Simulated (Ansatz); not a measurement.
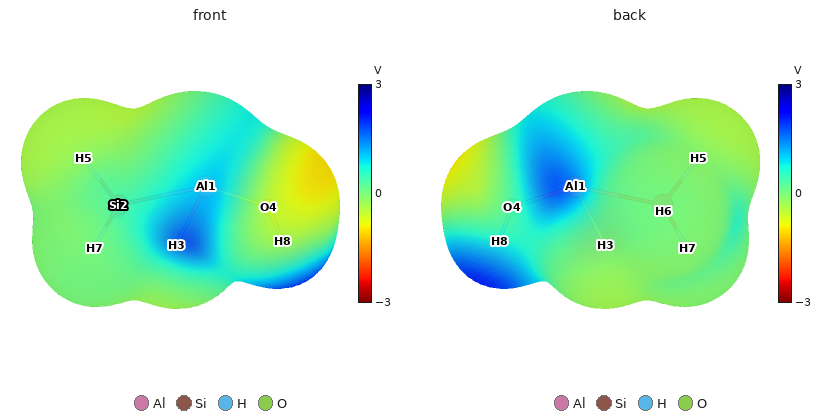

The picture shows: AlH5OSi. The electrostatic potential painted on the density surface at 0.001 e/bohr³, seen from the front and from behind; the colour scale runs from red (negative) to blue (positive).

A transition-state structure; geometry: PBE0-D4/def2-TZVP.

Level of theory: Ansatz 0.2.0, RKS PBE0-D4/def2-TZVPP.

```yaml
atoms:
  - { symbol: Al, position_ang: [-0.8279, -0.0104, 0.9787] }
  - { symbol: Si, position_ang: [1.2686, 0.2735, -0.1808] }
  - { symbol: H, position_ang: [-0.3078, -0.2560, -0.7944] }
  - { symbol: O, position_ang: [-2.4721, -0.4203, 0.9282] }
  - { symbol: H, position_ang: [2.3314, 0.7218, 0.7886] }
  - { symbol: H, position_ang: [1.7872, -1.0179, -0.7106] }
  - { symbol: H, position_ang: [1.1532, 1.4020, -1.1453] }
  - { symbol: H, position_ang: [-2.9328, -0.6926, 0.1356] }
```

Where is the surface potential most negative and most positive?

Answer. The most negative region (about −1.0 V) lies over O4, the most positive (about +2.0 V) over H8. O4 is the likeliest acceptor of a hydrogen bond.
